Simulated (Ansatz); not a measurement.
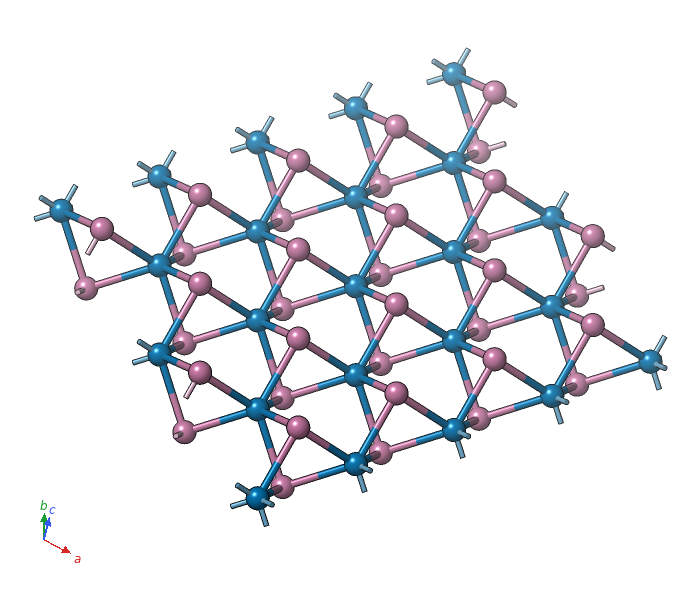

A cut-out of a periodic net derived from a crystal structure. Nodes are coloured by topological kind. One layer is drawn. Edges to nodes outside the piece are drawn as stubs.

> Describe the net.

A binodal (3,6)-connected, two-periodic (layers) net. It is the net of the trigonal-prismatic layers of 2H-MoS2.

> Give point symbol and coordination sequence of each kind of node.

3-connected node: 4^3, sequence 3, 13, 9, 24; 6-connected node: 4^3.6^12, sequence 6, 6, 18, 12.

Where the net comes from. NaCuH2 (space group P-6m2, No. 187). Coordinates: the geometry relaxed with DFT PBE, scalar-relativistic, plane waves, PAW in Ansatz 0.2.0; the starting structure was generated, so it need not be a known form of this composition. Bonds are taken as Cu–H below 2.3 Å; Na is left out of the net, as the electropositive filling of the structure. The graph is simplified in the usual way: terminal and isolated atoms are pruned, two-connected atoms become edges. H is a 3-connected node; Cu is a 6-connected node, in the ratio 2:1.
